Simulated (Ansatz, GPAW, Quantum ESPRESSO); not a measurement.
## The valence band of BaB2H14N2 as photoemission sees it

What would valence photoemission of BaB2H14N2 look like, and what sets its shape? Spin–orbit coupling is left out of the bands throughout.

Method: DFT, LDA, plane-wave PAW, default files, scalar-relativistic, in the first sound run; inputs show where later runs differ, in Ansatz 0.2.0, Quantum ESPRESSO 7.5 and GPAW 26.7.0.

### Step 1. Starting point

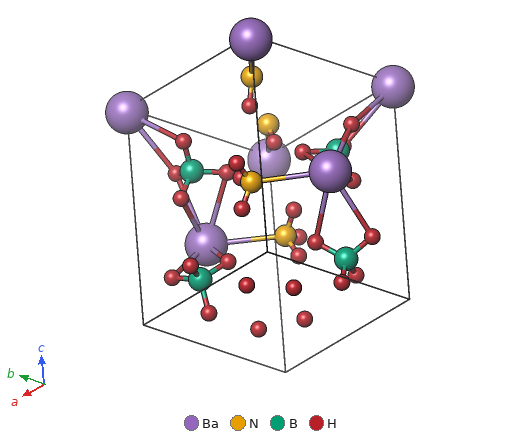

The cell as given, from a free direction (barium purple, nitrogen orange, boron teal, hydrogen red). Bonds to atoms that aren't drawn are left out. Some periodic images of atoms are drawn too.

### Step 2. The base run

The base run gives the projected DOS, from which the spectra are built. The DOS is taken on a denser mesh than the density.

Input file input.yaml:

```yaml
crystal:
  lattice:
    - [6.7784, 0.0, 0.0]
    - [0.0, 6.7175, 0.0]
    - [0.0, 0.0, 8.6991]
  atoms:
    - { symbol: Ba, position: [0.0, 0.5, 0.48112] }
    - { symbol: Ba, position: [0.0, 0.0, 0.98112] }
    - { symbol: "N", position: [0.68489, 0.21873, 0.47694] }
    - { symbol: "N", position: [0.31511, 0.78127, 0.47694] }
    - { symbol: "N", position: [0.31511, 0.71873, 0.97694] }
    - { symbol: "N", position: [0.68489, 0.28127, 0.97694] }
    - { symbol: B, position: [0.19804, 0.24994, 0.69875] }
    - { symbol: B, position: [0.80196, 0.75006, 0.69875] }
    - { symbol: B, position: [0.80196, 0.74994, 0.19875] }
    - { symbol: B, position: [0.19804, 0.25006, 0.19875] }
    - { symbol: H, position: [0.56309, 0.25893, 0.54594] }
    - { symbol: H, position: [0.43691, 0.74107, 0.54594] }
    - { symbol: H, position: [0.43691, 0.75893, 0.04594] }
    - { symbol: H, position: [0.56309, 0.24107, 0.04594] }
    - { symbol: H, position: [0.62339, 0.19283, 0.36854] }
    - { symbol: H, position: [0.37661, 0.80717, 0.36854] }
    - { symbol: H, position: [0.37661, 0.69283, 0.86854] }
    - { symbol: H, position: [0.62339, 0.30717, 0.86854] }
    - { symbol: H, position: [0.73199, 0.07853, 0.51714] }
    - { symbol: H, position: [0.26801, 0.92147, 0.51714] }
    - { symbol: H, position: [0.26801, 0.57853, 0.01714] }
    - { symbol: H, position: [0.73199, 0.42147, 0.01714] }
    - { symbol: H, position: [0.29984, 0.40774, 0.69225] }
    - { symbol: H, position: [0.70016, 0.59226, 0.69225] }
    - { symbol: H, position: [0.70016, 0.90774, 0.19225] }
    - { symbol: H, position: [0.29984, 0.09226, 0.19225] }
    - { symbol: H, position: [0.17194, 0.18154, 0.56615] }
    - { symbol: H, position: [0.82806, 0.81846, 0.56615] }
    - { symbol: H, position: [0.82806, 0.68154, 0.06615] }
    - { symbol: H, position: [0.17194, 0.31846, 0.06615] }
    - { symbol: H, position: [0.28774, 0.12284, 0.77805] }
    - { symbol: H, position: [0.71226, 0.87716, 0.77805] }
    - { symbol: H, position: [0.71226, 0.62284, 0.27805] }
    - { symbol: H, position: [0.28774, 0.37716, 0.27805] }
    - { symbol: H, position: [0.02904, 0.29344, 0.75385] }
    - { symbol: H, position: [0.97096, 0.70656, 0.75385] }
    - { symbol: H, position: [0.97096, 0.79344, 0.25385] }
    - { symbol: H, position: [0.02904, 0.20656, 0.25385] }
kpoints:
  mp_grid: { grid: [4, 4, 4] }
  band_path:
    path:
      - [0.0, 0.0, 0.0]
      - [0.5, 0.0, 0.0]
      - [0.5, 0.5, 0.0]
      - [0.0, 0.5, 0.0]
      - [0.0, 0.0, 0.0]
      - [0.0, 0.0, 0.5]
      - [0.5, 0.0, 0.5]
      - [0.5, 0.5, 0.5]
      - [0.0, 0.5, 0.5]
      - [0.0, 0.0, 0.5]
    npoints: 6
scf:
  occupations: { method: fermi_dirac, width: 0.02 }
  n_extra_bands: 40
hamiltonian:
  xc: lda
  pseudopotentials: { kind: paw }
output:
  forces: true
  stress: true
  dos:
    projected:
      site_lists:
        Ba: [0, 1]
        "N": [2, 3, 4, 5]
        B: [6, 7, 8, 9]
        H: [10, 11, 12, 13, 14, 15, 16, 17, 18, 19, 20, 21, 22, 23, 24, 25, 26, 27, 28, 29, 30, 31, 32, 33, 34, 35, 36, 37]
    de: 0.05
    e_range: [-30, 12]
    nscf_kmesh: { grid: [6, 6, 4] }
  fatbands: true
  write_density: true
  write_potential: true
  elf: true
  volumetric_format: npy
```

Run with:

```sh
$ ansatz run input.yaml --threads 2 --pin off --max-ram 6144MiB --backend cpu --events-out ev --progress --plain --runs-dir out
```

Numbers of over 12 decimals in the logs are rounded to 6 here.

Output:

```text
scf.n_extra_bands = 40 over 40 filled bands (N_el = 80.0): the run solves 80 bands
Engine: ansatz 0.2.0, aarch64-unknown-linux-gnu
Pseudopotentials: kind: paw
Pseudopotential: Ba, paw, valence charge 10, recommended cutoff 420 eV (normal), Ba.paw.azcp
Pseudopotential: N, paw, valence charge 5, recommended cutoff 420 eV (normal), N.paw.azcp
Pseudopotential: B, paw, valence charge 3, recommended cutoff 420 eV (normal), B.paw.azcp
Pseudopotential: H, paw, valence charge 1, recommended cutoff 420 eV (normal), H.paw.azcp
Functional definition: SPW92
  exchange = slater_x
  correlation = pw_c
Crystal: 38 atoms, lattice volume = 396.104 Å³
Basis set: ecut = 420 eV, 7753 PW (Γ)
Bands: 80, of which v1, the nominal top of the filled ones, is band 40 counted from 1 (39 counted from 0)
Symmetry: 4 space group operations
Space group: Pnc2 (ITA 30), of the structure as read, at distance tolerance 7.3e-5 Å
k-points: 27 of 64 (time reversal used)
Non-local potential: Ba, projectors of the file, l = 0: 3, l = 1: 2, l = 2: 2, l = 3: 2
Non-local potential: N, projectors of the file, l = 0: 2, l = 1: 2, l = 2: 1
Non-local potential: B, projectors of the file, l = 0: 2, l = 1: 2, l = 2: 1
Non-local potential: H, projectors of the file, l = 0: 2, l = 1: 1
PAW form: soft (Blöchl's): semilocal exchange-correlation on the pseudo side does not see the compensation charge
PAW frozen core: Ba, regenerated for the run's functional, and the local potential with it (the file was generated under x = pbe(κ = 0.804, μ = 0.219515), c = pbe(β = 0.066725))
PAW frozen core: N, regenerated for the run's functional, and the local potential with it (the file was generated under x = pbe(κ = 0.804, μ = 0.219515), c = pbe(β = 0.066725))
PAW frozen core: B, regenerated for the run's functional, and the local potential with it (the file was generated under x = pbe(κ = 0.804, μ = 0.219515), c = pbe(β = 0.066725))
PAW one-centre angular grid: Ba, 194 points (default); XC on 64 Gauss nodes
PAW one-centre angular grid: N, 110 points (default); XC on 64 Gauss nodes
PAW one-centre angular grid: B, 110 points (default); XC on 64 Gauss nodes
PAW one-centre angular grid: H, 110 points (default); XC on 64 Gauss nodes
Initial density: superposition of atomic densities (neutral atoms: chi_scale 0, normalization atom), corrected by the library's trained network
Initial wavefunctions: pseudopotential atomic-orbital guess
Functional: x = slater, c = lda
SCF iter   1: F=—  HF=-14104.588781 eV  |F-HF|=—  |Δ(HF+E_count)|=         —  Δρ=1.00e-2  dr2=2.75e-1  ethr=1.77e-3  ⟨swp⟩=6.9  Hψ=11681  notcnv=0  defer=529
preconditioner: auto → Resta (q_TF=auto, 2.090 Å⁻¹)  ε∞=2.4  [insulator: Δε(μ)=4.851 eV  Ē_g=13.661 eV  σ=0.020 eV  W_gap=1.00  n_scr=64 (ndim 8)  ℏωp=16.3 eV  f_vac=0.049  D(μ)=0.00/eV (n_scr^D=0)  ε∞_Penn≈2.4]
SCF iter   2: F=—  HF=-14104.502889 eV  |F-HF|=—  |Δ(HF+E_count)|=   8.59e-2  Δρ=4.43e-3  dr2=6.84e-2  ethr=3.44e-4  ⟨swp⟩=2.1  Hψ=2698  notcnv=0  defer=865
SCF iter   3: F=—  HF=-14104.482345 eV  |F-HF|=—  |Δ(HF+E_count)|=   2.05e-2  Δρ=1.82e-3  dr2=1.16e-2  ethr=8.54e-5  ⟨swp⟩=3.0  Hψ=2462  notcnv=0  defer=865
SCF iter   4: F=—  HF=-14104.479167 eV  |F-HF|=—  |Δ(HF+E_count)|=   3.18e-3  Δρ=4.18e-4  dr2=7.45e-4  ethr=1.46e-5  ⟨swp⟩=2.0  Hψ=2481  notcnv=0  defer=865
SCF iter   5: F=—  HF=-14104.479205 eV  |F-HF|=—  |Δ(HF+E_count)|=   3.80e-5  Δρ=1.71e-4  dr2=2.46e-4  ethr=9.32e-7  ⟨swp⟩=2.0  Hψ=2516  notcnv=0  defer=865
SCF iter   6: F=—  HF=-14104.479139 eV  |F-HF|=—  |Δ(HF+E_count)|=   6.53e-5  Δρ=6.74e-5  dr2=2.84e-5  ethr=3.08e-7  ⟨swp⟩=2.0  Hψ=2032  notcnv=0  defer=865
SCF iter   7: F=—  HF=-14104.479051 eV  |F-HF|=—  |Δ(HF+E_count)|=   8.82e-5  Δρ=1.15e-5  dr2=9.33e-7  ethr=3.55e-8  ⟨swp⟩=2.8  Hψ=3204  notcnv=0  defer=865
SCF iter   8: F=-14104.479051 eV  HF=-14104.479051 eV  |F-HF|=1.14e-9  |Δ(HF+E_count)|=   3.67e-8  Δρ=2.08e-6  dr2=2.61e-8  ethr=1.25e-10  ⟨swp⟩=21.6  Hψ=21475  notcnv=0
SCF 1 converged in 8 iterations: F = -14104.479051 eV  dr2 = 2.61e-8
  greatest PAW one-centre occupation: 0.956 electrons in one spin orbital (limit 2), on the Ba atom at site 1 (counted from 0), in its partial waves of l = 0
NSCF: frozen V_eff on 55 k-points
NSCF: frozen V_eff on 48 k-points
SCF converged after 8 iterations
Free energy (F): -14104.479051 eV
Harris-Foulkes:  -14104.479051 eV  (|F-HF|=1.14e-9)
Internal energy: -14104.479051 eV  (E = F + TS)
E sigma→0 (E₀):  -14104.479051 eV
Fermi energy:    1.377753 eV
--- Per-component energies (eV) ---
  E_band       = -566.163804
  E_kinetic    = 1422.143468
  E_local      = -3163.350129  (includes V_loc(G=0)·N_el)
  E_nonlocal   = 398.719427
  E_hartree    = 1000.819328
  E_xc         = -935.300122
  E_vxc        = -1035.674503  (∫ρ·V_xc dr)
  E_paw        = -10893.534339  (= ΣΔE_a)
  E_vpaw       = -189.606223  (= ΣTr[D̂ρ^β])
  E_aug_tail   = -0.033722  (compensation charges beyond the density's cutoff)
  E_ewald      = -1935.011507
  E_core_change = 1.068545  (= ΣΔE_core)
  E_smearing   = -0.000000  (= −TS)
  E_closure    = 0.000000  (closes the sum)
  Σ components = -14104.479051   (vs F -14104.479051, Δ=0.00e0)
--- Forces (eV/Å), atoms counted from 1 ---
  atom   1  Ba     0.00000000     0.00000000    -0.33084009
  atom   2  Ba     0.00000000     0.00000000    -0.33084009
  atom   3  N     -0.75834376    -0.45698635     0.18506092
  atom   4  N      0.75834376     0.45698635     0.18506092
  atom   5  N      0.75834376    -0.45698635     0.18506092
  atom   6  N     -0.75834376     0.45698635     0.18506092
  atom   7  B      0.09701468    -0.12548870     0.24632160
  atom   8  B     -0.09701468     0.12548870     0.24632160
  atom   9  B     -0.09701468    -0.12548870     0.24632160
  atom  10  B      0.09701468     0.12548870     0.24632160
  atom  11  H      0.71687335    -0.28550388    -0.48046080
  atom  12  H     -0.71687335     0.28550388    -0.48046080
  atom  13  H     -0.71687335    -0.28550388    -0.48046080
  atom  14  H      0.71687335     0.28550388    -0.48046080
  atom  15  H      0.28293854     0.05545617     0.58103394
  atom  16  H     -0.28293854    -0.05545617     0.58103394
  atom  17  H     -0.28293854     0.05545617     0.58103394
  atom  18  H      0.28293854    -0.05545617     0.58103394
  atom  19  H     -0.29255596     0.68745725    -0.24770465
  atom  20  H      0.29255596    -0.68745725    -0.24770465
  atom  21  H      0.29255596     0.68745725    -0.24770465
  atom  22  H     -0.29255596    -0.68745725    -0.24770465
  atom  23  H     -0.34058460    -0.45073523    -0.06722429
  atom  24  H      0.34058460     0.45073523    -0.06722429
  atom  25  H      0.34058460    -0.45073523    -0.06722429
  atom  26  H     -0.34058460     0.45073523    -0.06722429
  atom  27  H      0.14900972     0.04031562     0.37741836
  atom  28  H     -0.14900972    -0.04031562     0.37741836
  atom  29  H     -0.14900972     0.04031562     0.37741836
  atom  30  H      0.14900972    -0.04031562     0.37741836
  atom  31  H     -0.27615590     0.33065620    -0.20867768
  atom  32  H      0.27615590    -0.33065620    -0.20867768
  atom  33  H      0.27615590     0.33065620    -0.20867768
  atom  34  H     -0.27615590    -0.33065620    -0.20867768
  atom  35  H      0.60184339    -0.15797626    -0.22037023
  atom  36  H     -0.60184339     0.15797626    -0.22037023
  atom  37  H     -0.60184339    -0.15797626    -0.22037023
  atom  38  H      0.60184339     0.15797626    -0.22037023
  max |Σ_I F_I| component: 9.15e-5 eV/Å
--- Stress (GPa, compression-positive) ---
       -4.601232       0.000000       0.000000
        0.000000      -3.203947       0.000000
        0.000000       0.000000      -3.614692
  P = ⅓ Tr σ = -3.8066 GPa (-38.066 kbar)
--- Band table (eV; the first three rows and the last of 27) ---
  k-point 0: bands = [... 36 lower, -1.5735, -1.5466, -1.0672, -1.0581, 3.7781, 4.5289, 4.5355, 4.8011, ... 36 higher]
  k-point 1: bands = [... 36 lower, -1.7029, -1.6159, -1.0708, -1.0699, 3.9039, 4.6263, 4.8114, 4.8568, ... 36 higher]
  k-point 2: bands = [... 36 lower, -1.7422, -1.7422, -1.0786, -1.0786, 4.2962, 4.2962, 4.9414, 4.9414, ... 36 higher]
  k-point 26: bands = [... 36 lower, -1.5798, -1.5798, -1.1505, -1.1505, 4.9122, 4.9122, 5.0827, 5.0827, ... 36 higher]
```

Run time: 5.3 min. Hardware: 2 threads of Arm Neoverse V1, shared host; peak memory 1.5 GiB; 10 min of CPU time.

Numbers from this step:

```
free energy                                    : -14104.4791 eV
Fermi energy                                   : 1.378 eV
symmetry operations                            : 4
pressure                                       : -3.807 GPa
gap on the k-mesh                              : 4.836 eV
zero of energy                                 : valence-band maximum
share of occupied states in no projected shell : 0.009 of the occupied states in the window
gap on the path                                : 4.836 eV
least direct gap on the path                   : 4.836 eV
valence top on path                            : 0 eV
```

The electronic bands at the labelled points (eV, zero at the valence-band maximum; v1 is the highest filled band, c1 the lowest empty one):

| point | v4 | v3 | v2 | v1 | c1 | c2 | c3 | c4 |
| --- | --- | --- | --- | --- | --- | --- | --- | --- |
| Γ | -0.52 | -0.49 | -0.01 | 0.00 | 4.84 | 5.59 | 5.59 | 5.86 |
| X | -0.55 | -0.43 | -0.34 | -0.16 | 5.50 | 5.60 | 5.79 | 5.91 |
| S | -0.54 | -0.54 | -0.09 | -0.09 | 5.88 | 5.88 | 6.08 | 6.08 |
| Y | -0.59 | -0.59 | -0.22 | -0.22 | 5.68 | 5.68 | 6.03 | 6.03 |
| Γ | -0.52 | -0.49 | -0.01 | 0.00 | 4.84 | 5.59 | 5.59 | 5.86 |
| Z | -0.68 | -0.68 | -0.02 | -0.02 | 5.35 | 5.35 | 6.00 | 6.00 |
| U | -0.58 | -0.58 | -0.22 | -0.22 | 5.91 | 5.91 | 6.17 | 6.17 |
| R | -0.52 | -0.52 | -0.09 | -0.09 | 5.97 | 5.97 | 6.14 | 6.14 |
| T | -0.61 | -0.61 | -0.18 | -0.18 | 5.77 | 5.77 | 6.11 | 6.11 |
| Z | -0.68 | -0.68 | -0.02 | -0.02 | 5.35 | 5.35 | 6.00 | 6.00 |

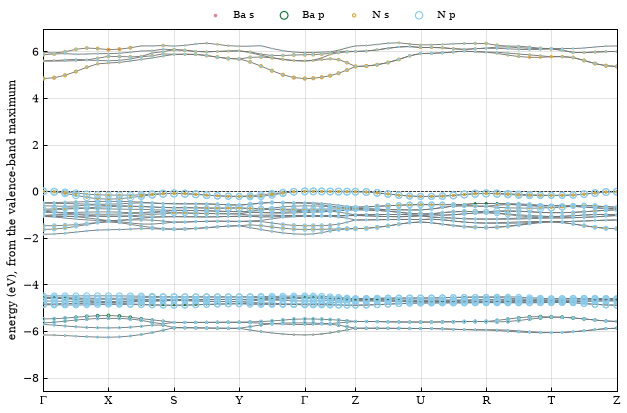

Electronic bands along the path; dots are coloured as in the legend, and their area grows with the weight.

The DOS has structure finer than the step of the table below, so its rows give means over 2.5 eV, whole bins alone (the curve runs from -25.9 to 10.6 eV). Peaks (eV: height): total -24.44: 40, -14.44: 51.5, -9.64: 40, -4.64: 48.5; H 1s -14.44: 18.4, -4.64: 16.6, -1.14: 15.5, -0.54: 11.9; N 2p -4.64: 28.7, -0.74: 6.78, -0.14: 14.0; B 2p -1.14: 14.9, -0.54: 11.5, 6.06: 2.16; Ba 5p -10.04: 34.3, -9.64: 37.8.

DOS against E, zero at the valence-band maximum; means over each step; 7 of 10 lines; values in states/eV/cell:

```csv
E (eV),total,H 1s,N 2p,B 2p,Ba 5p,B 2s,Ba 6p
-17.5,0,0,0,0,0,0,0
-15.0,3.20,1.14,0.0704,0.00225,0.0147,2.2e-4,0
-12.5,0,0,0,0,0,0,0
-10.0,4.80,0.202,0.0638,0.107,4.34,0.0770,0
-7.5,0.0112,0.00564,5.8e-4,3.4e-5,0,0.00370,1.5e-4
-5.0,9.59,3.74,4.10,0.0682,0,1.25,0.227
-2.5,2.72,1.11,0.307,1.12,0,0.00824,0.0197
0.0,10.1,3.55,2.51,3.42,0,0.0118,0.173
2.5,0,0,0,0,0,0,0
5.0,3.98,1.05,0.0932,0.461,0,0.118,0.00326
7.5,11.1,2.57,0.412,0.984,0,0.327,0.00642
```

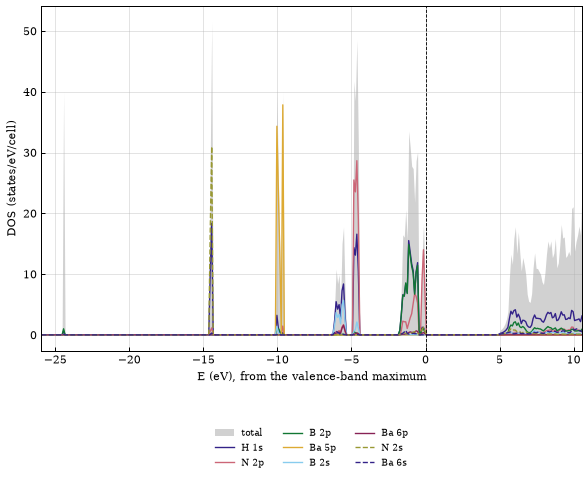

DOS, plotted against E.

Sums over each group's atoms; a table of it gives point samples, which can step over narrow peaks. The DOS of the group by E, zero at the valence-band maximum; 7 of 9 lines; values in states/eV:

```csv
E (eV),H: H 1s,N: N 2p,B: B 2p,Ba: Ba 5p,B: B 2s,Ba: Ba 6p,N: N 2s
-15,0,0,0,0,0,0,0
-10,1.22,0.0357,0.604,17.2,0.512,0,0.00203
-5,3.09,5.48,0.122,0,0.130,0.0304,0.00180
0,0.474,5.89,0.410,0,0.00221,0.162,0.530
5,0.163,0.00905,0.0206,0,0.0632,3.2e-4,0.0816
10,3.27,1.06,0.794,0,0.250,0.00723,0.131
```

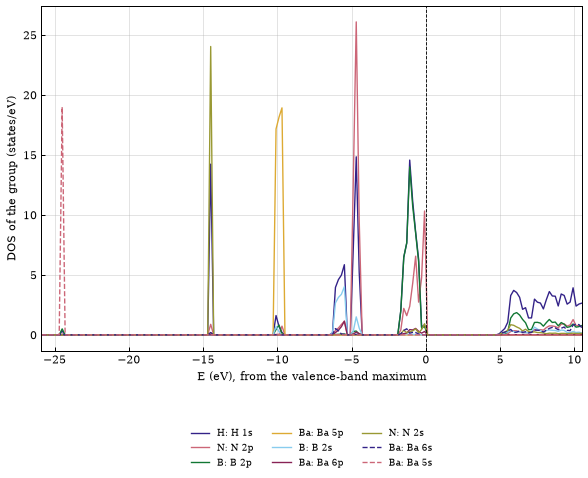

DOS of the group against E.

This run's widths, added to any smearing of the DOS itself: Gaussian 0.3 eV, Lorentzian 0.1 eV. Intensity against binding energy, zero at the valence-band maximum; values in % of the maximum within 13 eV:

```csv
binding energy (eV),21.2 eV,150 eV,1486.7 eV,2150 eV,9251.7 eV
0.0,19.8,28.1,1.59,1.09,0.424
2.5,0.888,0.604,0.0524,0.0432,0.0344
5.0,32.1,31.8,0.773,0.461,0.162
7.5,0.241,0.321,0.230,0.224,0.218
10.0,-,25.7,94.0,94.0,94.0
12.5,-,0.355,0.227,0.210,0.186
15.0,-,5.07,1.15,0.854,0.386
17.5,-,0.138,0.0540,0.0474,0.0446
20.0,-,0.0604,0.0411,0.0399,0.0566
22.5,-,0.103,0.128,0.132,0.235
25.0,-,1.38,2.03,2.11,3.93
```

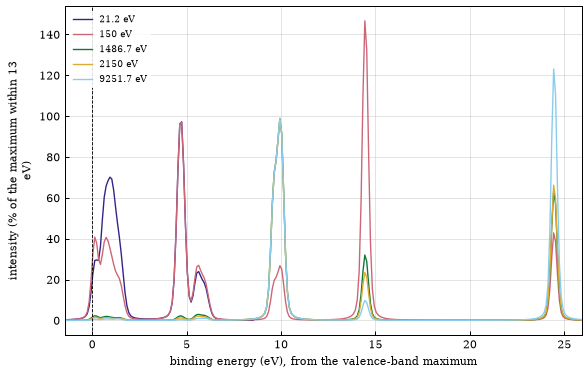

Intensity, plotted against binding energy.

Maxima picked by a test of local sharpness, so broad peaks and shoulders can be missing; peaks within 0.45 eV of a curve's cut are left out. Valence peaks, by row:

| photon energy (eV) | binding energy (eV) | height (% of the maximum within 13 eV) | main shell | its share (%) |
| --- | --- | --- | --- | --- |
| 21.2 | 5.611 | 24.25 | H 1s | 64.54 |
| 21.2 | 4.711 | 100 | N 2p | 65.87 |
| 21.2 | 0.9609 | 70.37 | H 1s | 48.61 |
| 21.2 | 0.1609 | 30.11 | N 2p | 79.37 |
| 150 | 24.46 | 44.04 | Ba 5s | 98.66 |
| 150 | 14.46 | 150.2 | N 2s | 95.95 |
| 150 | 9.961 | 27.19 | Ba 5p | 86.7 |
| 150 | 5.611 | 27.38 | B 2s | 68.34 |
| 150 | 4.711 | 100 | N 2p | 88.05 |
| 150 | 0.7109 | 40.72 | N 2p | 60.53 |
| 150 | 0.1609 | 41.39 | N 2p | 77.18 |
| 1487 | 24.46 | 65.29 | Ba 5s | 99.92 |
| 1487 | 14.46 | 32.8 | N 2s | 97.64 |
| 1487 | 9.961 | 100 | Ba 5p | 99.65 |
| 2150 | 24.46 | 68.01 | Ba 5s | 99.93 |
| 2150 | 14.46 | 24.04 | N 2s | 97 |
| 2150 | 9.961 | 100 | Ba 5p | 99.76 |
| 9252 | 24.46 | 126.6 | Ba 5s | 99.96 |
| 9252 | 14.46 | 9.987 | N 2s | 92.8 |
| 9252 | 9.961 | 100 | Ba 5p | 99.9 |

[end of part 1 of 8]

[Logs are printed without paths, hosts, clocks, repeated set-up lines and the standing remarks that a program may print on its own settings, such as how far it seeks lower states.]

[Hosts, paths, dates, database ids (printed as entryN), source tags and the programs' standing remarks are cut or masked in the printed files.]

[Maps of the electrostatic potential energy from Ansatz leave out the sawtooth potential of an applied field or a dipole correction, so their vacuum need not be flat; work functions include it.]

[Peak lists hold at most the 14 tallest peaks of each spectrum; further lines can be left out.]
